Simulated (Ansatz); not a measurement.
**Geometry relaxation of BSi₂N₂H₉**

The run: geometry relaxation of BSi₂N₂H₉, SMILES NB(N)[SiH2][SiH3]. Method and program: RKS PBE0/6-31G* (Ansatz 0.2.0).

It belongs to a series of runs on one base structure; here: end point B relaxed. Figures and captions count atoms from 1; the log counts them from 0 in places.

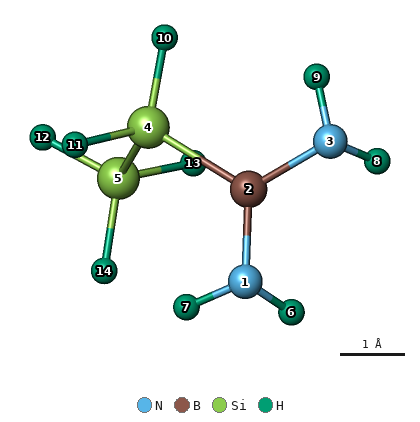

Figure 1. The starting structure (ball-and-stick view, seen at a tilt; atoms are numbered from 1 in the order of the input). Bond lengths as drawn: B–N 1.46 to 1.53 Å, B–Si 2.00 Å, H–N 1.06 to 1.09 Å, H–Si 1.43 to 1.54 Å and Si–Si 2.17 Å.

Summary:

| quantity | value |
| --- | --- |
| outcome | converged |
| total energy | −19547.9004 eV |
| mean-field energy | −19547.9004 eV |
| largest force (length of the vector) at the end | 0.009 eV/Å |
| hardware | 2 threads of Arm Neoverse V1, 24 GiB of memory available, shared host |
| wall time | 42 s (CPU time 82 s) |
| peak memory | 0.23 GiB |

Input file:
```yaml
crystal:
  periodic: [false, false, false]
  atoms:
    - { symbol: "N", position_ang: [-1.9074, 0.6486, -0.4771] }
    - { symbol: B, position_ang: [-0.9579, -0.4503, -0.6247] }
    - { symbol: "N", position_ang: [-0.9774, -1.2887, -1.9076] }
    - { symbol: Si, position_ang: [0.3692, -0.8228, 0.8214] }
    - { symbol: Si, position_ang: [1.5819, 0.9513, 1.1548] }
    - { symbol: H, position_ang: [-1.7222, 1.4089, -1.2297] }
    - { symbol: H, position_ang: [-1.7735, 1.1651, 0.4352] }
    - { symbol: H, position_ang: [-0.6472, -0.6363, -2.6868] }
    - { symbol: H, position_ang: [-0.1774, -1.982, -1.773] }
    - { symbol: H, position_ang: [1.1447, -1.9781, 0.4871] }
    - { symbol: H, position_ang: [-0.4674, -1.143, 2.0706] }
    - { symbol: H, position_ang: [2.50993, 0.73159, 2.25225] }
    - { symbol: H, position_ang: [2.36612, 1.2832, -0.11243] }
    - { symbol: H, position_ang: [0.68763, 2.08281, 1.46819] }
basis:
  gaussian: { orbitals: "6-31G*" }
hamiltonian:
  xc: pbe0
relax:
  f_tol: 0.015
  max_steps: 40
```

Command:
```bash
ansatz run input.yaml --threads 2 --pin off --max-ram 3072MiB --backend cpu --events-out ev --progress --plain --runs-dir out
```

Output:
```
The last accepted step is kept in [file] (removed where the run ends without a failure and the disk answers)
Engine: ansatz 0.2.0, aarch64-unknown-linux-gnu
Functional definition: PBE0
  parameter a = 0.25
  parameter kappa = 0.804
  parameter beta = 0.06672455060314922
  exchange = (1 - a)*pbe_x(kappa = kappa, mu = beta*pi^2/3) + a*exact_x
  correlation = pbe_c(beta = beta)
1143 factors; integrals over basis functions are off by at most 5.8e-4 eV
mean field evaluation 1: about -19539.2855 eV, gradient 5.9e1 eV
mean field evaluation 2: about -19531.2686 eV, gradient 8.2e1 eV
mean field evaluation 4: about -19546.3013 eV, gradient 2.5e0 eV
mean field evaluation 8: about -19546.3426 eV, gradient 2.2e-1 eV
mean field evaluation 16: about -19546.3427 eV, gradient 2.4e-5 eV
mean field -19546.34267803 eV, -718.3148444307 hartree, gradient 2.4e-5 eV, S^2 0.000000; 0 other end points of the search recorded, 0 dependent functions left out
the calculation of the forces begins
reference -19546.34270691 eV, -718.3148454920 hartree; 28, 28 occupied and 73, 73 virtual orbitals, 1143 factors
relax step   1: F+E_penalty+E_count = -19546.34267803 eV  Δ(F+E_penalty+E_count) = +0.000e0 eV  max|allowed force component| = 2.748e0 eV/Å  Δτ_max = 0.0000 Å  (27 SCF iters, accepted)
these checks for a lower state are left out or cut short: starts, cluster_reference, orbital_swaps, neighbouring_geometries, increment
1143 factors; integrals over basis functions are off by at most 6.2e-4 eV
mean field -19547.23238450 eV, -718.3475405403 hartree, gradient 1.2e-5 eV, S^2 0.000000; 0 other end points of the search recorded, 0 dependent functions left out
[... from here on the field's lines of each further geometry are left out, up to the last ...]
relax step   2: F+E_penalty+E_count = -19547.23238450 eV  Δ(F+E_penalty+E_count) = -8.897e-1 eV  max|allowed force component| = 1.742e0 eV/Å  Δτ_max = 0.1948 Å  (29 SCF iters, accepted)
relax step   3: F+E_penalty+E_count = -19547.46625941 eV  Δ(F+E_penalty+E_count) = -2.339e-1 eV  max|allowed force component| = 1.583e0 eV/Å  Δτ_max = 0.1999 Å  (29 SCF iters, accepted)
relax step   4: F+E_penalty+E_count = -19547.67905309 eV  Δ(F+E_penalty+E_count) = -2.128e-1 eV  max|allowed force component| = 1.579e0 eV/Å  Δτ_max = 0.1975 Å  (29 SCF iters, accepted)
relax step   5: F+E_penalty+E_count = -19547.81030612 eV  Δ(F+E_penalty+E_count) = -1.313e-1 eV  max|allowed force component| = 7.497e-1 eV/Å  Δτ_max = 0.2000 Å  (28 SCF iters, accepted)
relax step   6: F+E_penalty+E_count = -19547.86238842 eV  Δ(F+E_penalty+E_count) = -5.208e-2 eV  max|allowed force component| = 1.665e-1 eV/Å  Δτ_max = 0.2000 Å  (27 SCF iters, accepted)
relax step   7: F+E_penalty+E_count = -19547.89264183 eV  Δ(F+E_penalty+E_count) = -3.025e-2 eV  max|allowed force component| = 8.069e-2 eV/Å  Δτ_max = 0.2000 Å  (28 SCF iters, accepted)
relax step   8: F+E_penalty+E_count = -19547.89836697 eV  Δ(F+E_penalty+E_count) = -5.725e-3 eV  max|allowed force component| = 4.230e-2 eV/Å  Δτ_max = 0.1315 Å  (28 SCF iters, accepted)
relax step   9: F+E_penalty+E_count = -19547.89941697 eV  Δ(F+E_penalty+E_count) = -1.050e-3 eV  max|allowed force component| = 6.260e-2 eV/Å  Δτ_max = 0.0890 Å  (28 SCF iters, accepted)
relax step  10: F+E_penalty+E_count = -19547.89981804 eV  Δ(F+E_penalty+E_count) = -4.011e-4 eV  max|allowed force component| = 2.619e-2 eV/Å  Δτ_max = 0.0163 Å  (22 SCF iters, accepted)
the calculation of the forces begins
reference -19547.90038245 eV, -718.3720890123 hartree; 28, 28 occupied and 73, 73 virtual orbitals, 1143 factors
relax step  11: F+E_penalty+E_count = -19547.90035219 eV  Δ(F+E_penalty+E_count) = -5.342e-4 eV  max|allowed force component| = 6.368e-3 eV/Å  Δτ_max = 0.0188 Å  (23 SCF iters, accepted)
1143 factors; integrals over basis functions are off by at most 5.8e-4 eV
mean field evaluation 96: about -19547.9003 eV, gradient 4.2e-2 eV
```

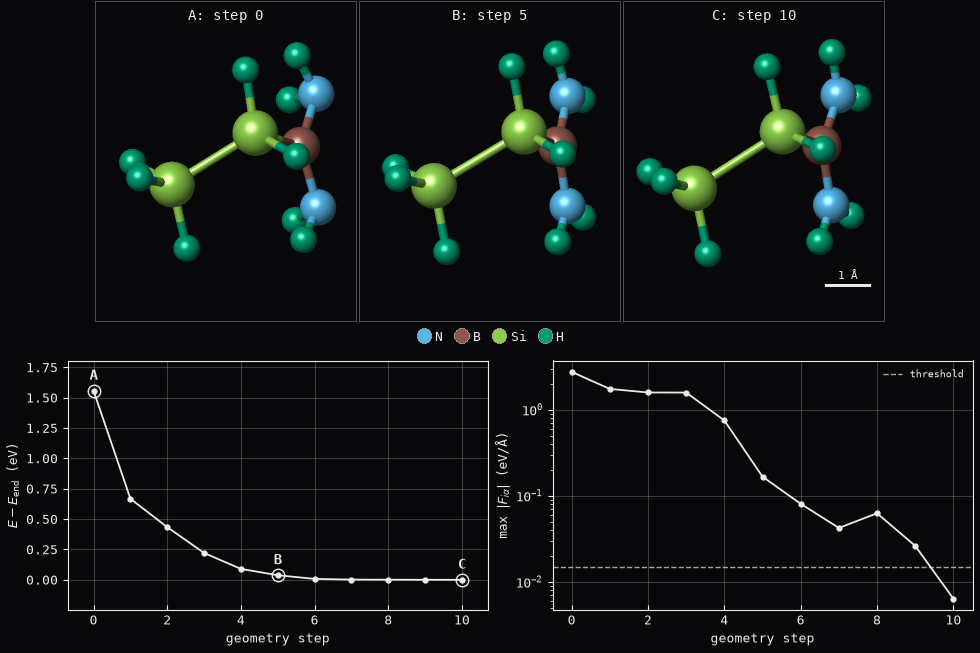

Figure 2. Frames of the relaxation (ball-and-stick view, seen at a tilt) above the curves, on which the letters mark them (the first geometry is step 0 here and step 1 in the log).

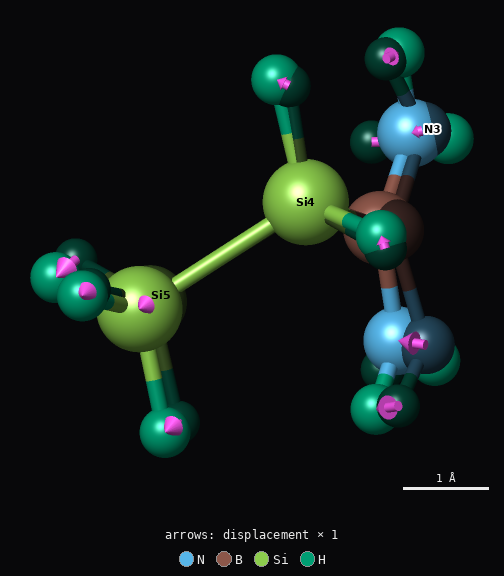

Figure 3. Start (faint) and end (solid) with the displacements as pink arrows, at true length (ball-and-stick view, seen at a tilt). The two geometries are laid on each other by the best rigid fit. The energy falls by 1.558 eV in 10 geometry steps. Largest force component: 2.7 eV/Å at the start, 0.0064 eV/Å at the end. The largest move after the best rigid fit is that of H8, 0.90 Å. By element the largest moves are H 0.90 Å, N 0.39 Å, Si 0.27 Å, B 0.20 Å. Among the contacts that change: Si4–Si5 2.175 → 2.340 Å, B2–N3 1.533 → 1.413 Å, N1–H6 1.086 → 1.010 Å, Si4–H10 1.431 → 1.498 Å. Among the angles that change: B2–N3–H9 103.9° → 122.7°, B2–N3–H8 105.8° → 124.0°, B2–N1–H6 110.3° → 123.8°. (Atoms are counted from 1 in the order of the input.)

```
mean field -19547.90035219 eV, -718.3720879004 hartree, gradient 1.3e-5 eV, S^2 0.000000; 1 other end points of the search recorded, 0 dependent functions left out
the calculation of the forces begins
reference -19547.90038245 eV, -718.3720890123 hartree; 28, 28 occupied and 73, 73 virtual orbitals, 1143 factors
Total energy: -19547.90038245 eV, -718.3720890123 hartree
Atom 0 at    -1.621246     0.815256    -0.692972 Å, force     0.001704     0.002582     0.002791 eV/Å
Atom 1 at    -0.838461    -0.360858    -0.768137 Å, force    -0.004052    -0.005693     0.001765 eV/Å
Atom 2 at    -0.869446    -1.208308    -1.898776 Å, force    -0.003549     0.000369     0.001983 eV/Å
Atom 3 at     0.385799    -0.834897     0.784104 Å, force    -0.004636     0.001358     0.005192 eV/Å
Atom 4 at     1.700951     1.000970     1.398549 Å, force     0.006368    -0.005097    -0.004318 eV/Å
Atom 5 at    -2.259664     1.112244    -1.417194 Å, force    -0.002025     0.003069    -0.004639 eV/Å
Atom 6 at    -1.612709     1.431241     0.103248 Å, force     0.004710    -0.003291    -0.002358 eV/Å
Atom 7 at    -1.443605    -1.042306    -2.713305 Å, force    -0.001062     0.000537    -0.002380 eV/Å
Atom 8 at    -0.315161    -2.045397    -1.966022 Å, force     0.002874    -0.000932    -0.000146 eV/Å
Atom 9 at     1.297055    -1.976391     0.449948 Å, force     0.000877     0.002474    -0.001655 eV/Å
Atom 10 at    -0.374977    -1.254398     2.004537 Å, force     0.001800    -0.001774    -0.001728 eV/Å
Atom 11 at     2.597829     0.724667     2.559316 Å, force     0.000425     0.001059     0.004029 eV/Å
Atom 12 at     2.554549     1.452814     0.260211 Å, force     0.000262     0.002764    -0.001019 eV/Å
Atom 13 at     0.828167     2.155665     1.774704 Å, force    -0.003698     0.002574     0.002484 eV/Å
Dipole moment:    -0.405205     0.024277    -0.470782 e Å
```

Trajectory as extended XYZ (Å, eV, eV/Å), 11 frames, from step=1 to step=11:
```
14
Properties=species:S:1:pos:R:3:forces:R:3 step=1 energy=-19546.34268
N    -1.9074    0.6486   -0.4771    1.9353   2.3212  -0.3456
B    -0.9579   -0.4503   -0.6247   -1.1663  -0.6818  -1.7809
N    -0.9774   -1.2887   -1.9076    2.7485   1.5638   1.1396
Si    0.3692   -0.8228    0.8214   -2.7157  -1.4892   0.6778
Si    1.5819    0.9513    1.1548    1.2494   1.5792  -0.6391
H    -1.7222    1.4089   -1.2297   -1.0407  -1.7509   1.3150
H    -1.7735    1.1651    0.4352   -0.2754  -0.7777  -1.3040
H    -0.6472   -0.6363   -2.6868   -0.9296  -1.2918   0.8774
H    -0.1774   -1.9820   -1.7730   -1.4037   1.0628  -0.6223
H     1.1447   -1.9781    0.4871    0.8495  -1.0589  -0.1579
H    -0.4674   -1.1430    2.0706    0.5679   0.1466  -0.2795
H     2.5099    0.7316    2.2523    0.5475   0.0811   0.5408
H     2.3661    1.2832   -0.1124   -0.2611  -0.0296   0.4956
H     0.6876    2.0828    1.4682   -0.1055   0.3253   0.0831
14
Properties=species:S:1:pos:R:3:forces:R:3 step=2 energy=-19547.23238
N    -1.8627    0.6743   -0.4862    1.3868   1.2673  -1.0089
B    -0.9589   -0.4476   -0.6397   -0.9142  -0.5268  -1.0327
N    -0.9371   -1.2462   -1.8933    1.7417   1.4545   0.3440
Si    0.2949   -0.9211    0.8645   -0.7574  -0.2182   0.3987
Si    1.5964    0.9459    1.1792    0.3029   0.3183  -0.2072
H    -1.8798    1.3362   -1.3181   -0.4915  -1.2115   1.3457
H    -1.6941    1.2381    0.3604   -0.2488  -0.3491  -0.6306
H    -0.7734   -0.6399   -2.7345   -0.6788  -0.8965   0.7758
H    -0.1419   -1.9105   -1.8625   -0.7955   0.4318  -0.1949
H     1.1669   -2.0670    0.5466    0.2045  -0.3512  -0.0192
H    -0.4308   -1.1843    2.1614    0.2147  -0.0186  -0.1236
H     2.5683    0.7866    2.2835    0.1629   0.0405   0.1707
H     2.3620    1.2957   -0.0659   -0.0866  -0.0431   0.1242
H     0.7193    2.1102    1.4829   -0.0406   0.1025   0.0579
14
Properties=species:S:1:pos:R:3:forces:R:3 step=3 energy=-19547.46626
N    -1.7650    0.6985   -0.5117    0.2283   0.3791  -0.1731
B    -1.0663   -0.5502   -0.5688    0.8553   0.9314  -1.5825
N    -0.8140   -1.1446   -1.8714    0.4984   0.3114   0.4096
Si    0.2299   -0.9812    0.9386   -0.6407  -0.2125   0.2011
Si    1.5523    0.9314    1.1492    0.0184   0.0571  -0.1338
H    -1.8676    1.2998   -1.3490   -0.1157  -0.7526   0.7669
H    -1.6279    1.2637    0.3204   -0.3132  -0.0626  -0.2019
H    -0.8056   -0.5603   -2.7214   -0.3428  -0.4546   0.6942
H    -0.0195   -1.7800   -1.8947   -0.4111  -0.0299  -0.1441
H     1.1189   -2.1321    0.6185    0.0615  -0.1274  -0.0007
H    -0.4272   -1.2466    2.2583    0.1311  -0.0325   0.0449
H     2.6106    0.8262    2.1921    0.0462  -0.0110   0.0114
H     2.2030    1.2285   -0.1666    0.0066   0.0016   0.0857
H     0.7076    2.1173    1.4848   -0.0224   0.0025   0.0224
14
Properties=species:S:1:pos:R:3:forces:R:3 step=4 energy=-19547.67905
N    -1.7167    0.7300   -0.5317   -0.1559   0.6987  -0.9500
B    -0.9089   -0.4408   -0.6164   -0.2469   0.2639  -0.3330
N    -0.7524   -1.1098   -1.8617    0.1459   0.6173  -1.3383
Si    0.2232   -1.0075    0.9908    0.1883   0.2692  -0.3355
Si    1.5684    0.9263    1.1706   -0.0197  -0.2502   0.2747
H    -2.0443    1.2606   -1.3763    0.4415  -0.9053   1.2307
H    -1.6591    1.3267    0.2797   -0.1620  -0.0055   0.0020
H    -0.9629   -0.6413   -2.7837    0.1738  -0.7186   1.5794
H     0.0101   -1.7646   -1.9706   -0.1920  -0.1114   0.0003
H     1.1093   -2.1796    0.6729   -0.0793   0.0886   0.0278
H    -0.4074   -1.2771    2.3158   -0.1246   0.0138  -0.0395
H     2.6342    0.8211    2.2179   -0.0201   0.0754  -0.0832
H     2.2176    1.2144   -0.1401    0.0239   0.0105  -0.0260
H     0.7179    2.1121    1.5110    0.0271  -0.0465  -0.0093
14
Properties=species:S:1:pos:R:3:forces:R:3 step=5 energy=-19547.81031
N    -1.6596    0.7530   -0.5528   -0.2656   0.3775  -0.2625
B    -0.8673   -0.4019   -0.6810   -0.0087   0.0629  -0.1084
N    -0.7232   -1.1212   -1.8813   -0.0474   0.0464  -0.4660
Si    0.2430   -0.9184    0.8738    0.6491  -0.3043   0.7497
Si    1.6407    0.9211    1.2753   -0.0997   0.1470  -0.2741
H    -2.1166    1.2088   -1.3324   -0.0498  -0.0671   0.0555
H    -1.6883    1.3065    0.2879    0.0071  -0.0238   0.0138
H    -1.0654   -0.7813   -2.7724   -0.0463  -0.1135   0.0898
H    -0.1026   -1.9089   -1.9758   -0.0246   0.0224   0.0471
H     1.0977   -2.1184    0.6009   -0.0211  -0.0269  -0.0028
H    -0.4800   -1.1905    2.1508   -0.1083  -0.0556   0.0334
H     2.7263    0.8800    2.3008   -0.0877  -0.1566   0.0232
H     2.2772    1.2696   -0.0326    0.0582   0.0469   0.0478
H     0.7471    2.0718    1.6170    0.0448   0.0448   0.0535
14
Properties=species:S:1:pos:R:3:forces:R:3 step=6 energy=-19547.86239
N    -1.6192    0.7960   -0.5945   -0.0449  -0.0082  -0.0707
B    -0.8262   -0.3703   -0.6995   -0.0435  -0.1121   0.0155
N    -0.7373   -1.1265   -1.8890   -0.0796   0.0605  -0.0474
Si    0.2944   -0.9210    0.8915    0.0603   0.0512  -0.0899
Si    1.6266    0.9600    1.2610    0.1266  -0.0215   0.1665
H    -2.1859    1.1584   -1.3489    0.0227   0.0338   0.0257
H    -1.6352    1.3725    0.2310   -0.0650  -0.0237  -0.0065
H    -1.2297   -0.8905   -2.7397    0.0683  -0.0212  -0.0244
H    -0.1006   -1.8995   -1.9888   -0.0889  -0.0488  -0.0107
H     1.1544   -2.1132    0.5975    0.0107   0.0467   0.0172
H    -0.4743   -1.2387    2.1363    0.0082   0.0409  -0.0253
H     2.6344    0.7599    2.3410    0.0765   0.0669   0.0323
H     2.3546    1.3616    0.0175   -0.0435  -0.0430   0.0356
H     0.7731    2.1217    1.6629   -0.0081  -0.0214  -0.0177
14
Properties=species:S:1:pos:R:3:forces:R:3 step=7 energy=-19547.89264
N    -1.6127    0.8048   -0.6546    0.0213  -0.0230  -0.0093
B    -0.8406   -0.3784   -0.7396    0.0592   0.0133   0.0807
N    -0.8128   -1.1761   -1.9046    0.0009   0.0188  -0.0082
Si    0.3403   -0.8746    0.8440   -0.0492  -0.0017  -0.0446
Si    1.6677    0.9850    1.3514    0.0199  -0.0044  -0.0094
H    -2.1860    1.1555   -1.4079   -0.0427   0.0082  -0.0052
H    -1.6441    1.3811    0.1705    0.0085   0.0070  -0.0229
H    -1.3040   -0.9474   -2.7568   -0.0380  -0.0176  -0.0080
H    -0.2629   -2.0154   -1.9742    0.0254  -0.0110  -0.0090
H     1.2396   -2.0366    0.5481   -0.0146   0.0143  -0.0026
H    -0.4393   -1.2420    2.0675    0.0083  -0.0038   0.0223
H     2.6799    0.7577    2.4249   -0.0036  -0.0143   0.0012
H     2.3924    1.4257    0.1222    0.0188   0.0161   0.0204
H     0.8117    2.1309    1.7872   -0.0141  -0.0019  -0.0054
14
Properties=species:S:1:pos:R:3:forces:R:3 step=8 energy=-19547.89837
N    -1.6263    0.8061   -0.6692   -0.0001  -0.0079  -0.0093
B    -0.8416   -0.3693   -0.7515    0.0083   0.0311   0.0423
N    -0.8339   -1.1838   -1.9057    0.0008  -0.0096   0.0064
Si    0.3600   -0.8557    0.8169    0.0004  -0.0011  -0.0204
Si    1.6898    0.9903    1.3683    0.0072  -0.0020  -0.0027
H    -2.2354    1.1263   -1.4089   -0.0044  -0.0022   0.0038
H    -1.6428    1.4033    0.1416    0.0131  -0.0182  -0.0142
H    -1.3713   -0.9879   -2.7381   -0.0176  -0.0031  -0.0121
H    -0.2793   -2.0202   -1.9769    0.0080  -0.0030  -0.0020
H     1.2594   -2.0130    0.5053   -0.0041   0.0057  -0.0104
H    -0.4023   -1.2428    2.0469   -0.0007   0.0121  -0.0064
H     2.6333    0.7417    2.4973   -0.0033  -0.0044   0.0228
H     2.5012    1.4335    0.1957   -0.0133  -0.0035  -0.0039
H     0.8180    2.1419    1.7565    0.0058   0.0059   0.0060
14
Properties=species:S:1:pos:R:3:forces:R:3 step=9 energy=-19547.89942
N    -1.6319    0.8076   -0.6867   -0.0307   0.0149  -0.0338
B    -0.8381   -0.3619   -0.7670   -0.0349   0.0210  -0.0042
N    -0.8580   -1.1981   -1.9070   -0.0267  -0.0146  -0.0343
Si    0.3843   -0.8355    0.7882   -0.0173   0.0224   0.0107
Si    1.7062    1.0006    1.3951    0.0514  -0.0168  -0.0222
H    -2.2727    1.1011   -1.4124    0.0441  -0.0148   0.0412
H    -1.6328    1.4218    0.1115    0.0122  -0.0281  -0.0161
H    -1.4351   -1.0317   -2.7214    0.0419  -0.0022   0.0626
H    -0.3041   -2.0358   -1.9776   -0.0062   0.0205   0.0064
H     1.2828   -1.9882    0.4586    0.0137   0.0109   0.0061
H    -0.3740   -1.2370    2.0173   -0.0032  -0.0065  -0.0244
H     2.5964    0.7241    2.5642   -0.0211   0.0141  -0.0344
H     2.5679    1.4401    0.2542   -0.0257  -0.0071   0.0457
H     0.8382    2.1631    1.7614    0.0024  -0.0139  -0.0033
14
Properties=species:S:1:pos:R:3:forces:R:3 step=10 energy=-19547.89982
N    -1.6315    0.8094   -0.6890   -0.0141   0.0077  -0.0183
B    -0.8408   -0.3618   -0.7663   -0.0118   0.0125  -0.0116
N    -0.8629   -1.2020   -1.9032   -0.0033  -0.0205  -0.0097
Si    0.3818   -0.8333    0.7887    0.0165   0.0014  -0.0094
Si    1.7098    0.9986    1.3942   -0.0037   0.0087   0.0149
H    -2.2688    1.1046   -1.4158    0.0165  -0.0067   0.0146
H    -1.6300    1.4252    0.1076    0.0125  -0.0146  -0.0032
H    -1.4362   -1.0350   -2.7188    0.0105   0.0038   0.0249
H    -0.3091   -2.0398   -1.9723   -0.0030   0.0200   0.0085
H     1.2929   -1.9762    0.4593   -0.0084  -0.0079  -0.0033
H    -0.3831   -1.2478    2.0090    0.0164   0.0089  -0.0048
H     2.6009    0.7240    2.5621   -0.0139   0.0032  -0.0262
H     2.5696    1.4491    0.2574   -0.0237  -0.0206   0.0229
H     0.8364    2.1552    1.7653    0.0094   0.0042   0.0006
14
Properties=species:S:1:pos:R:3:forces:R:3 step=11 energy=-19547.90035
N    -1.6212    0.8153   -0.6930    0.0017   0.0026   0.0028
B    -0.8385   -0.3609   -0.7681   -0.0041  -0.0057   0.0018
N    -0.8694   -1.2083   -1.8988   -0.0035   0.0004   0.0020
Si    0.3858   -0.8349    0.7841   -0.0046   0.0014   0.0052
Si    1.7010    1.0010    1.3985    0.0064  -0.0051  -0.0043
H    -2.2597    1.1122   -1.4172   -0.0020   0.0031  -0.0046
H    -1.6127    1.4312    0.1032    0.0047  -0.0033  -0.0024
H    -1.4436   -1.0423   -2.7133   -0.0011   0.0005  -0.0024
H    -0.3152   -2.0454   -1.9660    0.0029  -0.0009  -0.0001
H     1.2971   -1.9764    0.4499    0.0009   0.0025  -0.0017
H    -0.3750   -1.2544    2.0045    0.0018  -0.0018  -0.0017
H     2.5978    0.7247    2.5593    0.0004   0.0011   0.0040
H     2.5545    1.4528    0.2602    0.0003   0.0028  -0.0010
H     0.8282    2.1557    1.7747   -0.0037   0.0026   0.0025
```
